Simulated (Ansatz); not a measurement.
**GaAsH (doublet): RPA-PBE over vertical spin and charge gaps, cc-pVDZ**

Aim: run GaAsH (doublet) with these functionals over vertical spin and charge gaps, and hold them against the top wave-function level at the same points.

Computed with Ansatz 0.2.0, Gaussian basis. Level: cc-pVDZ, all electrons in the functionals, frozen cores in the correlation of double hybrids and RPA.

Plan: RPA-PBE, at charge 0, doublet; charge 0, quartet; charge 1, singlet; charge 1, triplet.

7 further runs of the same task are left out: 4 for a known fault of the program, 3 set aside as unsound or not needed.

## 1. What is computed

The geometry is a PBE0/def2-TZVP stationary point (not a proven minimum). No spin-orbit coupling is included. The filled d shell of Ga, As may be among the frozen orbitals whatever the setting's name suggests; the logs give the count.

3 atoms, charge 0, spin multiplicity 2.

Atoms are counted from 1 here; the program's logs count them from 0.

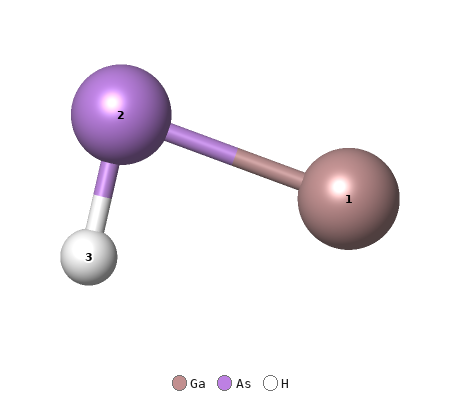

The structure; gallium pink, arsenic purple, hydrogen white; atoms are numbered from 1 in the order of the file.

No dispersion term is added.

The geometry shown and the zero of energy belong to the point charge 0, doublet. The yardstick, UCCSDTQ, and other wave-function levels (R restricted, U unrestricted, valence and pair active spaces) come from earlier runs.

## 2. RPA-PBE, charge 0, doublet

The input, in.yaml:

```yaml
crystal:
  periodic: [false, false, false]
  atoms:
    - {symbol: Ga, position_ang: [0.000000, -0.483232, 1.643709]}
    - {symbol: As, position_ang: [0.000000, -0.521737, -0.911101]}
    - {symbol: H, position_ang: [0.000000, 1.004969, -0.732608]}
basis:
  gaussian: {orbitals: cc-pVDZ}
magnetization: {spin_polarized: true, initial_magnetization: 1}
hamiltonian: {xc: {name: PBE}}
correlation: {method: rpa, electrons: outside_noble_gas}
```

On the command line:

```console
ansatz run in.yaml --threads 1 --pin off --events-out ev --progress --plain --max-ram 4096MiB --backend cpu
```

The log of the run:

```text
Functional definition: PBE
  name "PBE"
  cite "Perdew, Burke & Ernzerhof, Phys. Rev. Lett. 77, 3865 (1996) doi:10.1103/PhysRevLett.77.3865"
  parent pbe
  parameter kappa = 0.804
  parameter beta = 0.06672455060314922
  exchange = pbe_x(kappa = kappa, mu = beta*pi^2/3)
  correlation = pbe_c(beta = beta)
694 factors; integrals over basis functions are off by at most 1.3e-3 eV
mean field evaluation 1: about -113213.5964 eV, gradient 1.5e1 eV
mean field evaluation 2: about -113213.5968 eV, gradient 1.5e1 eV
mean field evaluation 4: about -113215.2369 eV, gradient 9.0e0 eV
mean field evaluation 8: about -113216.1414 eV, gradient 1.1e-1 eV
mean field evaluation 16: about -113216.1412 eV, gradient 5.7e-5 eV
mean field evaluation 32: about -113212.5087 eV, gradient 5.2e0 eV
mean field evaluation 64: about -113215.9607 eV, gradient 1.3e-2 eV
mean field evaluation 96: about -113214.4360 eV, gradient 3.4e0 eV
mean field -113216.14116904 eV, -4160.6164473055 hartree, gradient 5.9e-6 eV, S^2 0.752715; 7 other end points of the search recorded, 0 dependent functions left out
28 core orbitals not correlated: weight in the atoms' cores, before any rotation towards them, 0.996 or more for the frozen orbitals, at most 0.003 for the correlated occupied ones
reference -113142.99729971 eV, -4157.9284596862 hartree; 5, 4 occupied and 26, 27 virtual orbitals, 694 factors
Total energy: -113150.29186906 eV, -4158.1965301656 hartree
```

Run time: 8.5 s. Hardware: 1 thread of AMD EPYC 7R13, shared host.

From the report: ⟨S²⟩ of the determinant 0.753 (pure doublet: 0.75).

## 3. RPA-PBE, charge 0, quartet

Changes to in.yaml since step 2:

```diff
@@ -8,3 +8,3 @@
   gaussian: {orbitals: cc-pVDZ}
-magnetization: {spin_polarized: true, initial_magnetization: 1}
+magnetization: {spin_polarized: true, initial_magnetization: 3}
 hamiltonian: {xc: {name: PBE}}
```

The command is unchanged.

The log of the run, cut to the lines that bear on the results:

```text
Functional definition: PBE
  name "PBE"
  cite "Perdew, Burke & Ernzerhof, Phys. Rev. Lett. 77, 3865 (1996) doi:10.1103/PhysRevLett.77.3865"
  parent pbe
[...]
694 factors; integrals over basis functions are off by at most 1.3e-3 eV
[...]
mean field -113214.25578338 eV, -4160.5471606604 hartree, gradient 7.5e-6 eV, S^2 3.754811; 6 other end points of the search recorded, 0 dependent functions left out
28 core orbitals not correlated: weight in the atoms' cores, before any rotation towards them, 0.995 or more for the frozen orbitals, at most 0.006 for the correlated occupied ones
reference -113141.71756261 eV, -4157.8814302153 hartree; 6, 3 occupied and 25, 28 virtual orbitals, 694 factors
Total energy: -113148.50165140 eV, -4158.1307408798 hartree
```

Run time: 5.5 s. Hardware: 1 thread of AMD EPYC 7R13, shared host.

From the report: ⟨S²⟩ of the determinant 3.755 (pure quartet: 3.75).

From charge 0, doublet: +1.790 eV.

## 4. RPA-PBE, charge 1, singlet

Changes to in.yaml since step 3:

```diff
@@ -8,3 +8,4 @@
   gaussian: {orbitals: cc-pVDZ}
-magnetization: {spin_polarized: true, initial_magnetization: 3}
+total_charge: 1
+magnetization: {spin_polarized: true, initial_magnetization: 0}
 hamiltonian: {xc: {name: PBE}}
```

Same command.

The log of the run, cut to the lines that bear on the results:

```text
Functional definition: PBE
  name "PBE"
  cite "Perdew, Burke & Ernzerhof, Phys. Rev. Lett. 77, 3865 (1996) doi:10.1103/PhysRevLett.77.3865"
  parent pbe
[...]
694 factors; integrals over basis functions are off by at most 1.3e-3 eV
[...]
mean field -113208.45848221 eV, -4160.3341137720 hartree, gradient 2.1e-6 eV, S^2 1.006358; 12 other end points of the search recorded, 0 dependent functions left out
28 core orbitals not correlated: weight in the atoms' cores, before any rotation towards them, 0.996 or more for the frozen orbitals, at most 0.003 for the correlated occupied ones
reference -113136.20577978 eV, -4157.6788759323 hartree; 4, 4 occupied and 27, 27 virtual orbitals, 694 factors
Total energy: -113142.68576841 eV, -4157.9170111222 hartree
```

Run time: 16 s. Hardware: 1 thread of AMD EPYC 7R13, shared host.

From the report: ⟨S²⟩ of the determinant 1.006 (pure singlet: 0.00). The determinant is far from a pure spin state, so its energy mixes those of several spin states (harmless only where they are near-degenerate, as at dissociation).

From charge 0, doublet: +7.606 eV.

## 5. RPA-PBE, charge 1, triplet

Changes to in.yaml since step 4:

```diff
@@ -9,3 +9,3 @@
 total_charge: 1
-magnetization: {spin_polarized: true, initial_magnetization: 0}
+magnetization: {spin_polarized: true, initial_magnetization: 2}
 hamiltonian: {xc: {name: PBE}}
```

The command is unchanged.

The log of the run, cut to the lines that bear on the results:

```text
Functional definition: PBE
  name "PBE"
  cite "Perdew, Burke & Ernzerhof, Phys. Rev. Lett. 77, 3865 (1996) doi:10.1103/PhysRevLett.77.3865"
  parent pbe
[...]
694 factors; integrals over basis functions are off by at most 1.3e-3 eV
[...]
mean field -113208.69764785 eV, -4160.3429029470 hartree, gradient 6.2e-6 eV, S^2 2.005298; 0 other end points of the search recorded, 0 dependent functions left out
28 core orbitals not correlated: weight in the atoms' cores, before any rotation towards them, 0.996 or more for the frozen orbitals, at most 0.003 for the correlated occupied ones
reference -113136.52939233 eV, -4157.6907684741 hartree; 5, 3 occupied and 26, 28 virtual orbitals, 694 factors
Total energy: -113142.91119501 eV, -4157.9252953969 hartree
```

It took 2.1 s on 1 thread of AMD EPYC 7R13, shared host.

From the report: ⟨S²⟩ of the determinant 2.005 (pure triplet: 2.00).

From charge 0, doublet: +7.381 eV.

## 6. The comparison

The yardstick is UCCSDTQ, where the cluster series has nearly closed. It comes from earlier runs at the same points. Energies in eV, counted from charge 0, doublet; blanks weren't run or aren't comparable.

| level | doublet to quartet | ionisation to the singlet cation | ionisation to the triplet cation |
| --- | --- | --- | --- |
| UCCSDTQ | 1.740 |  | 7.176 |
| RPA-PBE | 1.790 | 7.606 | 7.381 |

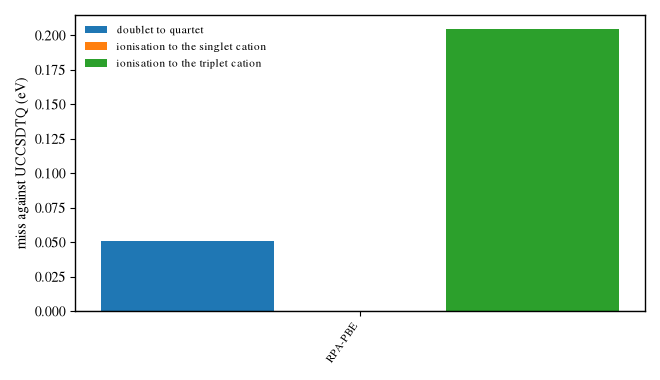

Misses of the gaps against UCCSDTQ.

Largest miss and mean time a point (UCCSDTQ took 25 s a point; shared hosts):

| level | largest miss (eV) | where | time a point |
| --- | --- | --- | --- |
| RPA-PBE | +0.204 | ionisation to the triplet cation | 7.9 s |

## 7. What came out

```
                                 quantity                                         value
              doublet to quartet, UCCSDTQ                                      1.740 eV
ionisation to the triplet cation, UCCSDTQ                                      7.176 eV
                    largest miss, RPA-PBE  +0.204 eV (ionisation to the triplet cation)
```

**Reading.** Misses are known at 2 of 3 points at best, and only functionals with that many are ranked. RPA-PBE strays by up to 0.204 eV, at ionisation to the triplet cation. RPA-PBE clearly breaks the spin symmetry at some points (⟨S²⟩ up to 1.01 above the pure value), so energy there is bought with a mixed spin. Functionals and the yardstick converge differently with the basis, so part of each miss in cc-pVDZ is the basis. The program flags that the yardstick's amplitudes may have other solutions at some points.
